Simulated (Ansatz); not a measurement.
**FCI/STO-3G run of GeH3O (SMILES [O][GeH3])**

What is the vertical ionisation energy of GeH3O at FCI/STO-3G? 

The results are computed with Ansatz 0.2.0.

80 further runs of the same task are left out: 25 that didn't finish, 55 set aside as unsound or not needed.

### 1 The structure to begin with

The species is GeH3O (5 atoms), meant as a doublet with charge 0. As SMILES, `[O][GeH3]`. Geometry: relaxed at PBE0-D4/def2-TZVP.

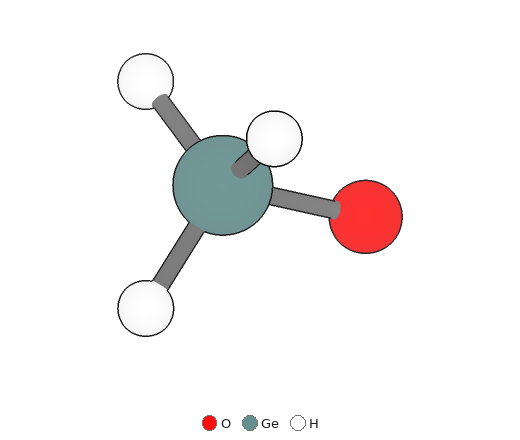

Viewed from a chosen angle; oxygen red, germanium teal, hydrogen white.

### 2 The energy at FCI/STO-3G

The input, molecule.yaml:

```yaml
crystal:
  periodic: [false, false, false]
  atoms:
    - {symbol: O, position_ang: [-1.443900, 0.418600, 0.777300]}
    - {symbol: Ge, position_ang: [0.072300, -0.056300, -0.056900]}
    - {symbol: H, position_ang: [-0.162200, -0.091200, -1.574700]}
    - {symbol: H, position_ang: [0.548000, -1.418100, 0.471500]}
    - {symbol: H, position_ang: [1.035700, 1.073400, 0.341400]}
basis:
  gaussian: {orbitals: STO-3G}
magnetization: {spin_polarized: true, initial_magnetization: 1}
correlation: {method: fci, frozen_orbitals: {Ge: 9, H: 0, O: 1}}
accuracy: high
```

Launch:

```bash
ansatz run molecule.yaml --threads 1 --pin off --max-ram 2610MiB --events-out events.jsonl --progress --plain --runs-dir runs
```

Standard output:

```text
Warning: RAYON_NUM_THREADS=1 ignored (pool sized by the plan → 1); use --threads N
Functional definition: HF
  name "HF"
  exchange = exact_x
  correlation = 0
384 factors; integrals over basis functions are off by at most 5.4e-9 eV
mean field evaluation 1: about -57884.1168 eV, gradient 1.7e1 eV
mean field evaluation 2: about -57884.1440 eV, gradient 1.7e1 eV
mean field evaluation 4: about -57887.3395 eV, gradient 1.5e0 eV
mean field evaluation 8: about -57887.3749 eV, gradient 2.1e-2 eV
mean field evaluation 16: about -57887.3500 eV, gradient 6.6e-1 eV
mean field evaluation 32: about -57887.3745 eV, gradient 2.4e-2 eV
mean field -57887.37489137 eV, -2127.3217897860 hartree, gradient 2.9e-8 eV, S^2 0.758155; 4 other end points of the search recorded, 0 dependent functions left out
10 core orbitals not correlated: weight in the atoms' cores, before any rotation towards them, 1.000 or more for the frozen orbitals, at most 0.000 for the correlated occupied ones
reference -57887.33870140 eV, -2127.3204598290 hartree; 12, 11 occupied and 4, 5 virtual orbitals, 384 factors
state -57889.53909833 eV, -2127.4013229247 hartree
Total energy: -57889.53909833 eV, -2127.4013229247 hartree
```

It took 1.8 min on 1 thread of Arm Neoverse V1, shared host; peak memory 1.2 GiB.

### 3 The singlet cation

The input, run.yaml:

```yaml
basis:
  gaussian: {orbitals: STO-3G}
crystal:
  periodic: [false, false, false]
  atoms:
    - {symbol: O, position_ang: [-1.443900, 0.418600, 0.777300]}
    - {symbol: Ge, position_ang: [0.072300, -0.056300, -0.056900]}
    - {symbol: H, position_ang: [-0.162200, -0.091200, -1.574700]}
    - {symbol: H, position_ang: [0.548000, -1.418100, 0.471500]}
    - {symbol: H, position_ang: [1.035700, 1.073400, 0.341400]}
total_charge: 1
correlation: {method: fci, frozen_orbitals: {Ge: 9, H: 0, O: 1}}
accuracy: high
```

Launch:

```bash
ansatz run run.yaml --threads 1 --pin off --max-ram 2610MiB --events-out events.jsonl --progress --plain --runs-dir runs
```

Standard output, cut to the lines that bear on the results:

```text
Warning: RAYON_NUM_THREADS=1 ignored (pool sized by the plan → 1); use --threads N
[... 2 set-up lines as earlier in the session ...]
[...]
382 factors; integrals over basis functions are off by at most 5.4e-9 eV
[...]
mean field -57877.48937297 eV, -2126.9585036853 hartree, gradient 1.9e-8 eV, S^2 0.000000; 7 other end points of the search recorded, 0 dependent functions left out; unrestricted orbitals would lower it
determinant -57877.48937297 eV, -2126.9585036853 hartree, with singles and doubles -57880.45367270 eV, -2127.0674396913 hartree
determinant -57877.41577537 eV, -2126.9557990233 hartree, with singles and doubles -57880.36914998 eV, -2127.0643335386 hartree
determinant -57877.48937297 eV, -2126.9585036853 hartree, with singles and doubles -57880.60548935 eV, -2127.0730188500 hartree
determinant -57877.41577537 eV, -2126.9557990233 hartree, with singles and doubles -57880.55485220 eV, -2127.0711579692 hartree
unrestricted determinant -57879.84673301 eV, -2127.0451350690 hartree, S^2 1.0025
10 core orbitals not correlated: weight in the atoms' cores, before any rotation towards them, 1.000 or more for the frozen orbitals, at most 0.000 for the correlated occupied ones
reference -57877.48937297 eV, -2126.9585036853 hartree; 11, 11 occupied and 5, 5 virtual orbitals, 382 factors
state -57880.97656631 eV, -2127.0866556770 hartree
Total energy: -57880.97656631 eV, -2127.0866556770 hartree
```

Wall time 4.1 min (1 thread of Arm Neoverse V1, shared host); peak memory 1.7 GiB.

### 4 Outcome

Level: FCI/STO-3G, 10 core orbitals frozen.

| quantity | value |
| --- | --- |
| doublet GeH3O: total energy | -2127.40132 Eh |
| doublet GeH3O: correlation energy (10 core orbitals frozen) | -80.9 mEh |
| singlet cation: total energy | -2127.08666 Eh |
| singlet cation: correlation energy (10 core orbitals frozen) | -128.2 mEh |
| vertical ionisation energy (to the singlet cation) | 8.563 eV |

**Reading.** The vertical ionisation energy comes to 8.56 eV (197 kcal/mol). Only the singlet of the ionised species was computed; a triplet could lie lower. In a minimal basis such a difference can be off by several eV, whatever the method. The restricted solution (singlet cation) is unstable to spin breaking: an unrestricted one lies lower.
